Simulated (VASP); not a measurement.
```
HfO2
1.0
    0.00000     2.55354     2.55354
    2.55354     0.00000     2.55354
    2.55354     2.55354     0.00000
Hf O
1 2
Cartesian
  0.00000   0.00000   0.00000
  1.27677   1.27677   1.27677
  3.83030   3.83030   3.83030
```

Level of theory: RPBE GGA, VASP's PBE PAW potentials (set 64) (plane waves; VASP). Run with 520 eV cut-off, 8×8×8 Γ-centred mesh, tetrahedra with Blöchl corrections, potentials Hf_pv O.

Unless said otherwise, spin-orbit coupling is left out, though it shifts the bands of the heavy elements here.

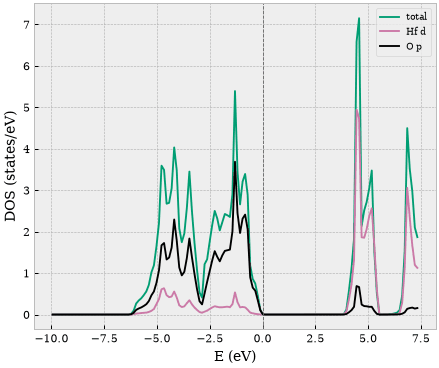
Fig. 1. Total and projected density of states, zero at the valence-band maximum

Within 2 eV below the valence-band maximum the largest weight inside VASP's projection spheres is O p.

The gap is direct, 3.85 eV, from the valence maximum at X to the conduction minimum at X.

The compound is HfO2 in the fluorite structure, the high-temperature cubic form, which is unstable at 0 K; the monoclinic form is the stable one. It was relaxed first.
